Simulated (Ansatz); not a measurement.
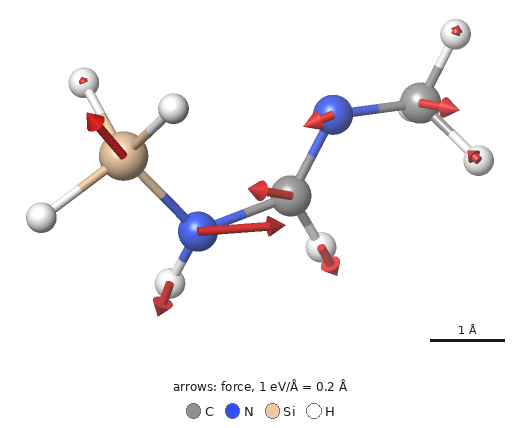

Starting geometry of C2H8N2Si (coarse preliminary run) with the computed forces as red arrows. A ball-and-stick model, seen at a tilt.

The start comes from a force field.

Method: RKS PBE-D4/def2-SVP in Ansatz.

Input file:
```yaml
crystal:
  periodic: [false, false, false]
  atoms:
    - {symbol: C, position_ang: [-2.288200, 0.301300, 0.169400]}
    - {symbol: N, position_ang: [-0.909100, 0.269000, 0.435400]}
    - {symbol: C, position_ang: [-0.220900, 0.088600, -0.627600]}
    - {symbol: N, position_ang: [1.243800, -0.005000, -0.717000]}
    - {symbol: Si, position_ang: [2.124000, -0.303900, 0.613500]}
    - {symbol: H, position_ang: [-2.573000, 1.222100, -0.479300]}
    - {symbol: H, position_ang: [-2.673100, -0.569500, -0.313200]}
    - {symbol: H, position_ang: [-2.840100, 0.486500, 1.093600]}
    - {symbol: H, position_ang: [-0.655900, 0.023300, -1.570200]}
    - {symbol: H, position_ang: [1.528700, -0.410900, -1.548000]}
    - {symbol: H, position_ang: [1.838100, -1.660200, 1.161700]}
    - {symbol: H, position_ang: [3.540500, -0.266300, 0.161100]}
    - {symbol: H, position_ang: [1.905600, 0.790100, 1.635300]}
basis:
  gaussian: {orbitals: def2-SVP}
hamiltonian: {xc: pbe, dispersion: d4}
relax: {f_tol: 0.03, max_steps: 200}
```

Run as
```bash
ansatz run in.yaml --threads 4 --pin off --events-out ev --progress --plain --max-ram 10444MiB
```

Is this structure relaxed? If not, where do the atoms go?

It isn't relaxed: the largest force vector, on N4, is 6.23 eV/Å. The final displacements have little in common with the starting forces (cosine between the two patterns 0.05). The largest move after the best rigid fit is that of H7, 0.93 Å. By element the largest moves are H 0.93 Å, N 0.31 Å, C 0.26 Å, Si 0.17 Å. Among the contacts that change: N4–Si5 1.623 → 1.780 Å, C3–N4 1.470 → 1.376 Å, C3–H9 1.040 → 1.119 Å, N4–H10 0.968 → 1.020 Å. Bond angles that change, for instance: C1–N2–C3 112.0° → 119.8°, N2–C3–N4 126.5° → 119.4°, C3–N4–H10 111.8° → 118.2°. Groups turn about C1–N2 by about 60°. Over 19 accepted moves (22 points after the start) the energy falls by 25.1 kcal/mol. Largest force component: 5.9 eV/Å at the start, 0.025 eV/Å at the end. The line search rejected the trial steps at points 12, 16, 21 of the run. The forces were under the threshold at step 17, but the run went on from there. The run took 30 s on 4 threads of Arm Neoverse V1, on a shared host.
